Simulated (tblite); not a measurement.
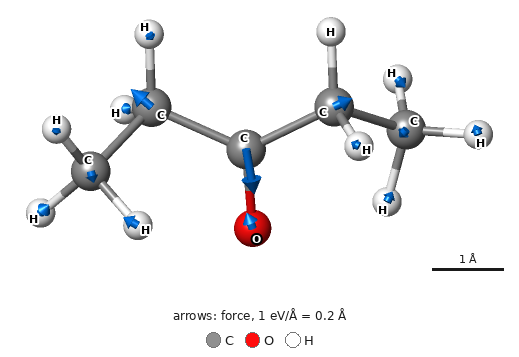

Starting geometry of C₅H₁₀O (charge +1, multiplicity 2) with the computed forces as blue arrows. The picture is a ball-and-stick view, seen at a tilt.

Computed with GFN2-xTB geometry optimisation, gas phase (tblite). 

Question: Is this structure relaxed? If not, where do the atoms go?

Answer: It isn't relaxed: the largest force vector, on a C atom, is 3.50 eV/Å. The final displacements have little in common with the starting forces (cosine between the two patterns 0.22). The atom that moves furthest after the best rigid fit is an H atom (0.91 Å). By element the largest moves are H 0.91 Å, C 0.36 Å, O 0.32 Å. Some distances before and after: C–C 1.473 → 1.540 Å, C–O 1.220 → 1.175 Å, C–H 1.130 → 1.090 Å, C–C 1.544 → 1.507 Å. Among the angles between lasting bonds that change: C–C–C 127.1° → 110.2°, C–C–O 116.0° → 125.2°, H–C–H 114.1° → 106.3°. Groups turn about C–C by about 55°, C–C by about 25°, C–C by about 25°. The energy falls by 20.3 kcal/mol in 100 geometry steps.
